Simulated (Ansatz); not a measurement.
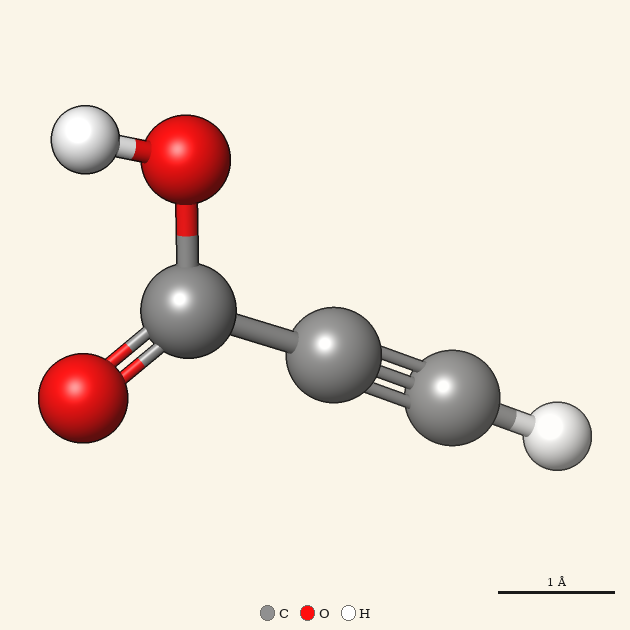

The picture shows a molecular structure as a ball-and-stick model. Double and triple bonds are drawn as two and three sticks.

Which formula does it have?

C3H2O2, 7 atoms: 3 carbon, 2 hydrogen and 2 oxygen.

Write the SMILES.

C#CC(=O)O

More results for the same structure follow; atom numbers are the same in all pictures, views and colours differ. Computed geometry: PBE0-D4/def2-TZVP optimisation.

### Shape

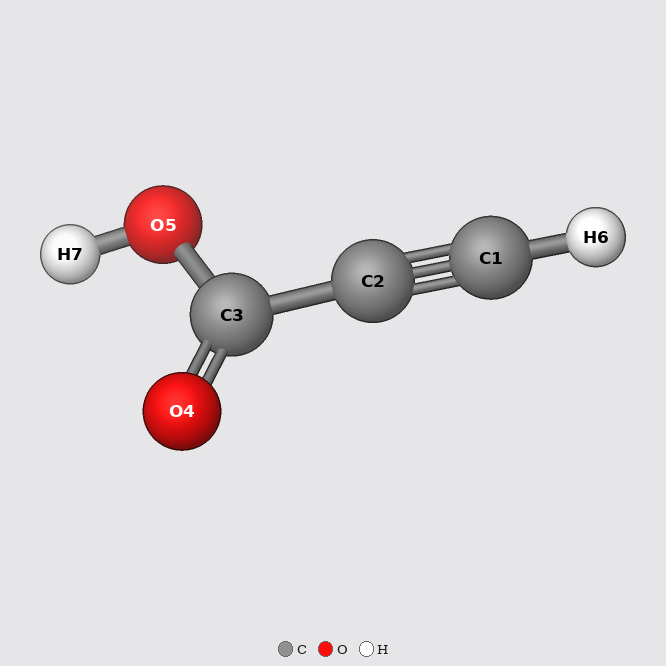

Numbered structure.

List the bonds and their lengths.

```
 bond  length (Å)   order
C1–C2       1.199  triple
C1–H6       1.065  single
C2–C3       1.444  single
C3–O4       1.200  double
C3–O5       1.339  single
O5–H7       0.968  single
```

### Dipole moment

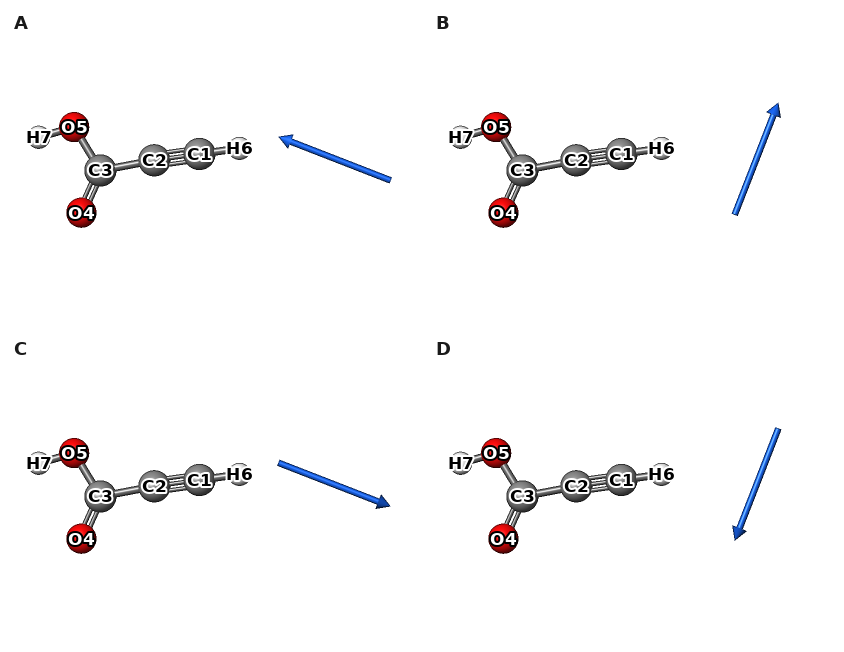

The same molecule four times, each with an arrow. Properties computed with RKS PBE0-D4/def2-TZVP (Ansatz 0.2.0).

Which arrow points along the dipole moment, from the negative to the positive end?

B. The dipole moment is 1.68 D; it points from the side of O4 to the side of H6 (the outermost atoms at the two ends).

### Thermal motion

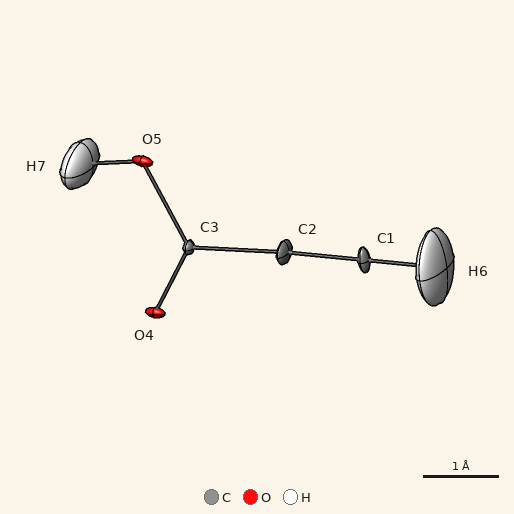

Displacement ellipsoids at the 50 % level, enlarged 1.5 times, from the internal vibrations of the free molecule (harmonic, no overall translation or rotation; no half-axis is drawn under 0.075 Å). Vibrations computed with RKS PBE0-D4/def2-TZVP (Ansatz 0.2.0). Temperature: 400 K.

Give the displacement parameters, one line for each set of equivalent atoms.

| atom | U_eq (Å²) | rms amplitudes (Å) |
| --- | --- | --- |
| C1 | 0.0034 | 0.035, 0.050, 0.080 |
| C2 | 0.0046 | 0.032, 0.070, 0.089 |
| C3 | 0.0017 | 0.031, 0.044, 0.048 |
| O4 | 0.0018 | 0.025, 0.029, 0.062 |
| O5 | 0.0018 | 0.021, 0.029, 0.065 |
| H6 | 0.0332 | 0.077, 0.202, 0.230 |
| H7 | 0.0219 | 0.085, 0.139, 0.198 |

### Electronic properties

Level of theory: RKS ωB97X-V/def2-TZVPP (Ansatz 0.2.0).

What does the calculation give?

- HOMO energy (Kohn–Sham orbital): −10.92 eV
- LUMO energy (Kohn–Sham orbital): 0.77 eV
- HOMO–LUMO gap: 11.68 eV
